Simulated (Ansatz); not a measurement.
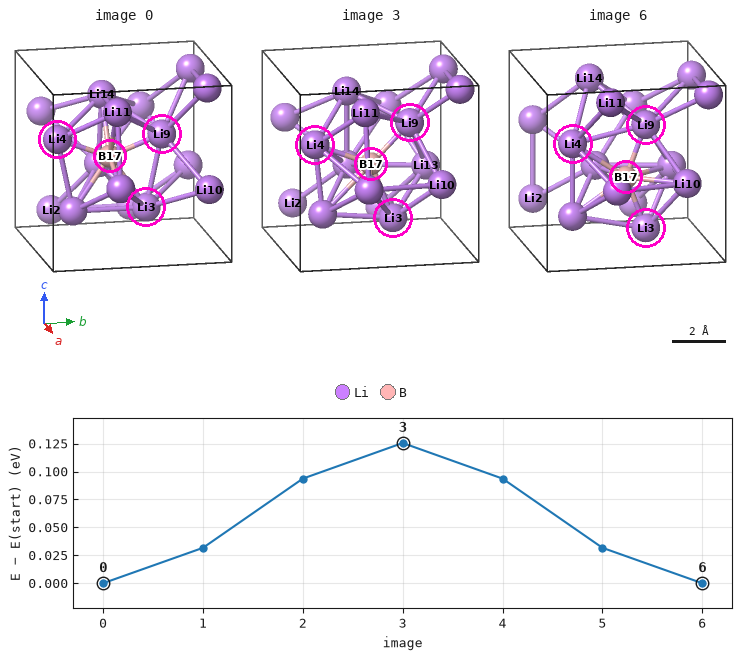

NEB run on Li with an interstitial B (17 atoms in the cell). Images are numbered from 0 (start) to 6 (end). A ball-and-stick model of the simulation cell (origin moved), seen slightly off an axis. The atoms that move most are ringed. Bonds to atoms that aren't drawn are left out.

Theory: DFT PBE, scalar-relativistic, plane waves, PAW in Ansatz. Set-up: plane-wave cutoff 420 eV; k-point mesh 3 × 3 × 3; Fermi-Dirac smearing 0.15 eV; 5 movable images; climbing image; force threshold 0.05 eV/Å; iteration limit 62; starting path by image-dependent pair potential.

### What happens along the path, and what is the barrier?

The B atom travels furthest, 1.24 Å from end to end, along [0 1 −1], on a path that bends up to 0.17 Å away from the straight line. It doesn't move alone: Li (0.66 Å), Li (0.85 Å), Li (0.85 Å), Li (0.74 Å) move with it. The two ends have the same energy, and the highest point, image 3, lies 0.126 eV above the start. The band converged in 6 iterations. The largest component of the band force went from 0.45 to 0.033 eV/Å. The climbing image converged on the top of the path. A check of its curvatures didn't confirm a first-order saddle.

Limits of the set-up: the periodic images lie only 7.0 Å apart, so the values are limited by the cell's size.

The run took 5.4 min on 2 threads of Intel(R) Xeon(R) Platinum 8488C (Sapphire Rapids), with other jobs on the host, peak memory 1.4 GiB.
